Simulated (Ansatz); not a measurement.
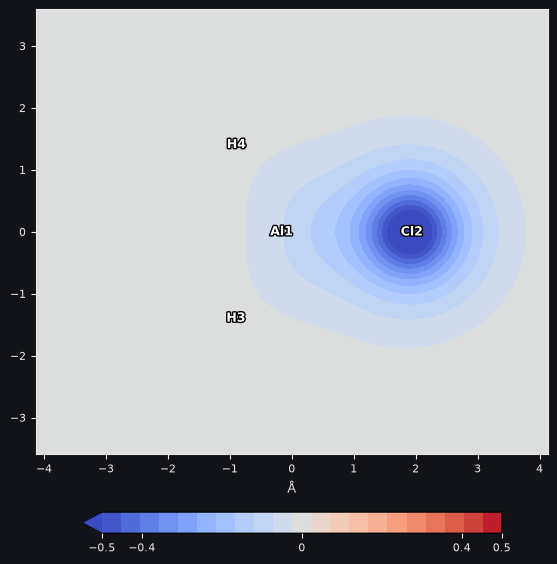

*AlClH$_{2}$. The HOMO−1 on a plane 0.8 Å above the molecular plane (values in Å⁻³ᐟ²; the overall sign is arbitrary).*

Computed with RKS PBE0/def2-SVP in Ansatz 0.2.0.

### Where does this orbital lie, and at what energy?

By Hirshfeld shares it lies mainly on Cl2 (about 90 %); it changes sign across the molecular plane (π type). Its energy is −9.37 eV.
